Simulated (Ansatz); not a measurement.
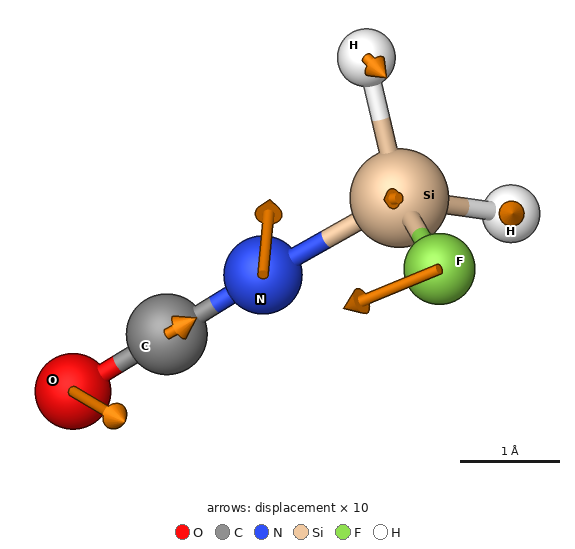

This is a relaxation of CH2FNOSi. The starting structure is drawn; orange arrows show the displacements, 10 times their true length. The two geometries are superimposed by the best rigid fit.

Style: ball-and-stick. Shown from a free direction.

The start comes from PBE-D4/def2-SVP.

These are results of RKS PBE0-D4/def2-TZVP (Ansatz), not measurements.

The input:
```yaml
crystal:
  periodic: [false, false, false]
  atoms:
    - {symbol: O, position_ang: [-0.539168, -2.993015, -0.473068]}
    - {symbol: C, position_ang: [-0.313052, -1.854905, -0.260545]}
    - {symbol: N, position_ang: [-0.074866, -0.690494, -0.029408]}
    - {symbol: Si, position_ang: [0.209923, 0.990708, 0.180713]}
    - {symbol: F, position_ang: [-0.411143, 1.795040, -1.096284]}
    - {symbol: H, position_ang: [-0.494789, 1.451944, 1.415328]}
    - {symbol: H, position_ang: [1.684296, 1.232822, 0.217564]}
basis:
  gaussian: {orbitals: def2-TZVP}
hamiltonian: {xc: pbe0, dispersion: d4}
relax: {f_tol: 0.005, max_steps: 150}
```

Describe the change and its energy.

Answer. The energy falls by 7.81 kJ/mol in 12 accepted moves (15 points after the start). The largest force component goes from 1.7 to 0.0015 eV/Å. The line search rejected the trial steps at points 7, 9, 11 of the run. The atom that moves furthest after the best rigid fit is F5 (0.12 Å). By element the largest moves are F 0.12 Å, O 0.12 Å, N 0.12 Å, C 0.04 Å, H 0.04 Å, Si 0.02 Å. Near-neighbour distances that change, for instance: Si4–F5 1.632 → 1.591 Å, N3–Si4 1.718 → 1.694 Å, Si4–H6 1.495 → 1.475 Å, O1–C2 1.180 → 1.162 Å. Bond angles that change, for instance: C2–N3–Si4 175.6° → 166.0°. The run took of the order of 90 core-seconds on a shared host.
